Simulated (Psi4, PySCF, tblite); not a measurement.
Interaction energy of H2 ··· C3H6 (SMILES [H][H] and C1CC1). Monomers: optimised at B3LYP-D3(BJ) (def2-TZVP), held rigid. Orientation: lowest of the rigid-body minima from ten starts at GFN2-xTB. R is the distance of the centres of mass, along which the second monomer moves.

Geometry at R = 3.73 Å (first 2 atoms: monomer A):
```
11

H      0.3719     0.0000     0.0000
H     -0.3719     0.0000     0.0000
C     -3.2948    -0.1254     0.7000
C     -3.2692     0.6156    -0.6078
C     -4.5790     0.3530     0.0818
H     -2.9333     0.3862     1.5817
H     -3.0887    -1.1871     0.6871
H     -3.0457     0.0553    -1.5055
H     -2.8902     1.6287    -0.6110
H     -5.0863     1.1883     0.5452
H     -5.2418    -0.3850    -0.3494
```

Computed with: SAPT0/jun-cc-pVDZ, frozen core (Psi4); SCS-MP2/aug-cc-pVDZ = DF-SCS-MP2/aug-cc-pVDZ, frozen core, counterpoise-corrected (Psi4); RKS-M06-2X/6-31G* = restricted M06-2X/6-31G*, spherical d, no counterpoise correction (PySCF); RKS-B3LYP/6-31G* = PySCF with restricted B3LYP/6-31G*, spherical d, no counterpoise correction; GFN2-xTB (tblite).

Interaction energies in kcal/mol (negative: bound); R is the distance of the centres of mass, d the H2···C3 distance.

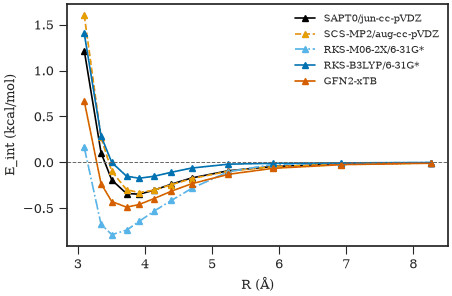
*Interaction energy against separation.*

| R / Å | d / Å | SAPT0/jun-cc-pVDZ | SCS-MP2/aug-cc-pVDZ | RKS-M06-2X/6-31G* | RKS-B3LYP/6-31G* | GFN2-xTB |
|---|---|---|---|---|---|---|
| 3.10 | 2.40 | 1.22 | 1.60 | 0.16 | 1.40 | 0.67 |
| 3.35 | 2.64 | 0.11 | 0.27 | -0.67 | 0.29 | -0.23 |
| 3.51 | 2.80 | -0.19 | -0.10 | -0.79 | 0.00 | -0.43 |
| 3.73 | 3.01 | -0.34 | -0.30 | -0.74 | -0.15 | -0.49 |
| 3.92 | 3.19 | -0.35 | -0.33 | -0.64 | -0.17 | -0.46 |
| 4.14 | 3.41 | -0.30 | -0.30 | -0.53 | -0.15 | -0.39 |
| 4.40 | 3.66 | -0.24 | -0.24 | -0.41 | -0.11 | -0.31 |
| 4.70 | 3.96 | -0.17 | -0.18 | -0.28 | -0.06 | -0.23 |
| 5.25 | 4.50 | -0.09 | -0.10 | -0.10 | -0.02 | -0.13 |
| 5.91 | 5.15 | -0.04 | -0.05 | -0.02 | -0.01 | -0.07 |
| 6.93 | 6.16 | -0.02 | -0.02 | -0.01 | -0.01 | -0.03 |
| 8.27 | 7.49 | -0.01 | -0.01 | 0.00 | 0.00 | -0.01 |

Lowest grid point: SAPT0/jun-cc-pVDZ -0.35 kcal/mol at R = 3.92 Å; SCS-MP2/aug-cc-pVDZ -0.33 kcal/mol at R = 3.92 Å; RKS-M06-2X/6-31G* -0.79 kcal/mol at R = 3.51 Å; RKS-B3LYP/6-31G* -0.17 kcal/mol at R = 3.92 Å; GFN2-xTB -0.49 kcal/mol at R = 3.73 Å.
